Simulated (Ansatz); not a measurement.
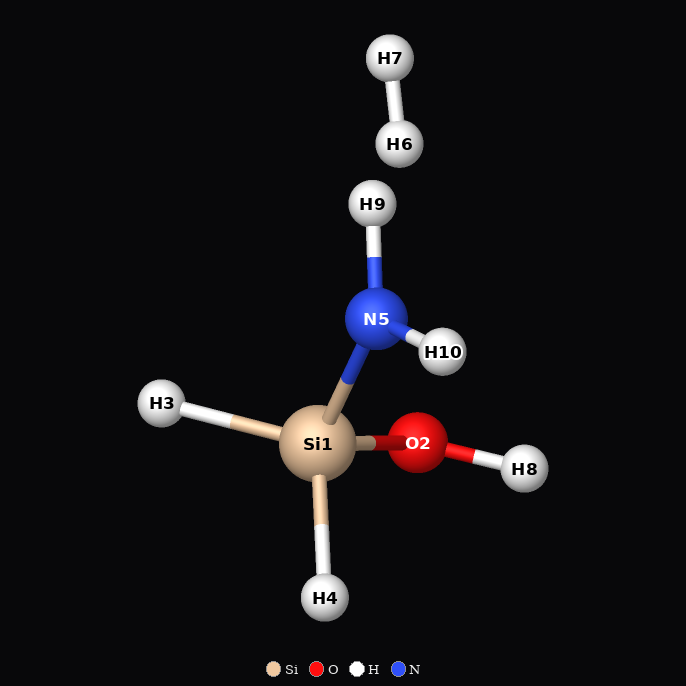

Sticks follow a distance rule. Harmonic vibrations computed with RKS PBE0-D4/def2-TZVP (Ansatz 0.2.0) at a stationary point of the same level.

> Is this a minimum or a saddle point?

A minimum: no imaginary frequency, and the lowest mode lies at 32 cm⁻¹.

> List the wavenumbers.

24 modes: 32, 36, 126, 148, 261, 277, 298, 318, 363, 553, 747, 820, 873, 892, 920, 944, 955, 1580, 2218, 2263, 3625, 3724, 3918, 4386 cm⁻¹.
